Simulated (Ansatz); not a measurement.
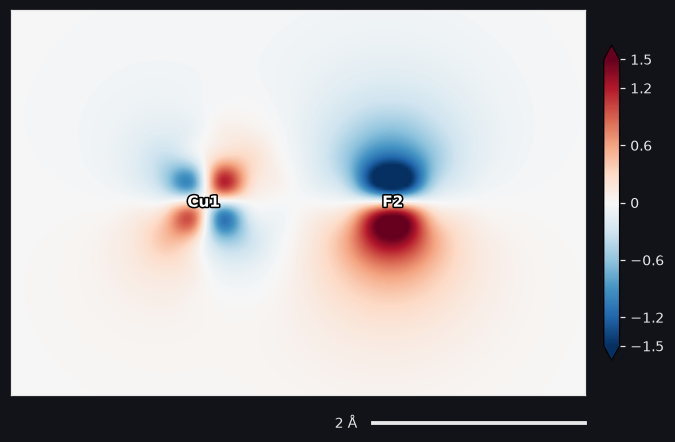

CuF (SMILES [F][Cu]) (triplet). The HOMO (β) on a plane that holds the molecular axis (values in Å⁻³ᐟ²; the overall sign is arbitrary).

Geometry: BLYP-D3(BJ)/def2-SVP.

All numbers below come from isolated molecule in a Gaussian basis; Kohn-Sham density functional theory, functional PBE0 in Ansatz 0.2.0.

Q: Describe this orbital and give its energy.

A: By Hirshfeld shares it lies mainly on F2 (about 80 %) and Cu1 (about 20 %). It is one of a degenerate set, so its orientation is arbitrary. Its energy is −10.06 eV.
